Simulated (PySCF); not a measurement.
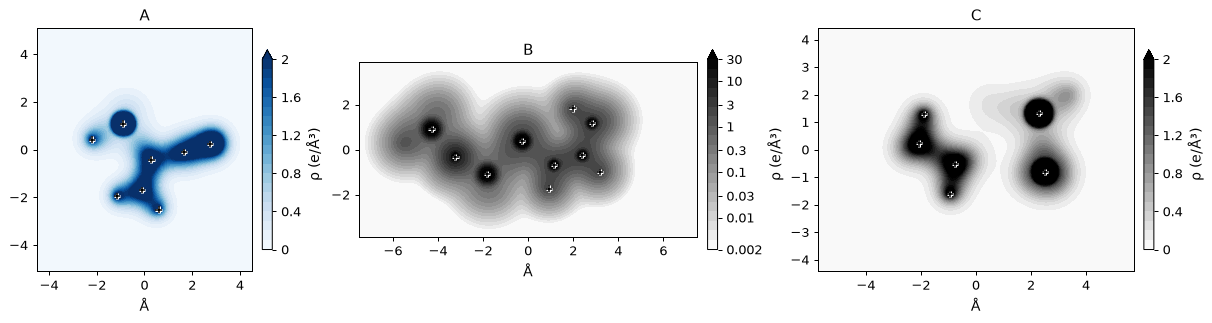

The electron density of 3 systems, each on a plane through atoms (crosses mark nuclei in the plane).

Method: PBE0/pcSseg-1, SCF density, gas phase, non-relativistic (PySCF).

System 1: C₄H₉FS₂Si, the plane of atoms C2, C1 and H9. Geometry: GFN2-xTB.

```xyz
17

C     2.1251    0.9599   -0.0312
C     0.9570    0.2258   -0.6735
C     0.2679   -0.7279    0.2962
C    -0.7891   -1.5927   -0.3668
S    -2.1822   -0.6028   -1.0213
Si   -2.3059    0.6718    0.6823
F    -2.3455    2.2032    0.1941
S    -0.4980    0.1900    1.6987
H     1.7844    1.5476    0.8178
H     2.8744    0.2536    0.3197
H     2.5891    1.6290   -0.7508
H     0.2301    0.9515   -1.0471
H     1.3133   -0.3582   -1.5264
H     1.0088   -1.3804    0.7671
H    -0.3702   -2.1255   -1.2201
H    -1.1995   -2.3159    0.3388
H    -3.4667    0.4829    1.5124
```

System 2: C₃H₉NSi₃, the plane of atoms C2, C1 and H9. Geometry: GFN2-xTB.

```xyz
16

C     2.0899   -1.2756   -0.8826
C     1.3049   -0.5188   -0.1161
C     1.8061    0.0611    1.0608
N     2.1507    0.5652    2.0339
Si   -0.5298   -0.1251   -0.4810
Si   -0.6784    2.1713   -0.8328
Si   -1.7855   -1.0717    1.2346
H     3.1232   -1.4757   -0.6411
H     1.7112   -1.7241   -1.7860
H    -0.7255   -0.8658   -1.7479
H    -2.0486    2.5236   -1.2159
H    -0.3525    2.9175    0.3822
H     0.2016    2.6608   -1.8976
H    -3.2131   -0.8886    0.9593
H    -1.4974   -0.4346    2.5188
H    -1.5644   -2.5106    1.3999
```

System 3: C₃H₁₀OSSi₂, the plane of atoms C2, C3 and S4. Geometry: GFN2-xTB.

```yaml
atoms:
  - { symbol: C, position_ang: [-3.3810, 0.4377, 0.6084] }
  - { symbol: C, position_ang: [-2.7693, 0.2024, -0.7286] }
  - { symbol: C, position_ang: [-1.4699, 0.1226, -0.9772] }
  - { symbol: S, position_ang: [-0.2092, 0.2784, 0.2530] }
  - { symbol: Si, position_ang: [1.5239, 0.0833, -0.9903] }
  - { symbol: O, position_ang: [2.8209, 0.2026, -0.0533] }
  - { symbol: Si, position_ang: [3.7148, 0.4254, 1.2885] }
  - { symbol: H, position_ang: [-3.9835, 1.3455, 0.5908] }
  - { symbol: H, position_ang: [-2.6076, 0.5364, 1.3644] }
  - { symbol: H, position_ang: [-4.0365, -0.3915, 0.8729] }
  - { symbol: H, position_ang: [-3.4573, 0.0899, -1.5569] }
  - { symbol: H, position_ang: [-1.0955, -0.0485, -1.9741] }
  - { symbol: H, position_ang: [1.5393, -1.2440, -1.5903] }
  - { symbol: H, position_ang: [1.5592, 1.1864, -1.9412] }
  - { symbol: H, position_ang: [3.1290, -0.3764, 2.3579] }
  - { symbol: H, position_ang: [3.6804, 1.8545, 1.5866] }
  - { symbol: H, position_ang: [5.0353, -0.0430, 0.8797] }
```

> Which map belongs to which system?

Panel A is system 2, C₃H₉NSi₃: the plane holds C, N, Si and H. C–N (1.15 Å): ρ at the midpoint is about 3.5 e/Å³. Panel B is system 3, C₃H₁₀OSSi₂: the plane holds C, S, Si, O and H. C–C (1.33 Å): ρ at the midpoint is about 2.3 e/Å³. Panel C is system 1, C₄H₉FS₂Si: the plane holds C, S, Si and H. C–C (1.52 Å): ρ at the midpoint is about 1.6 e/Å³.
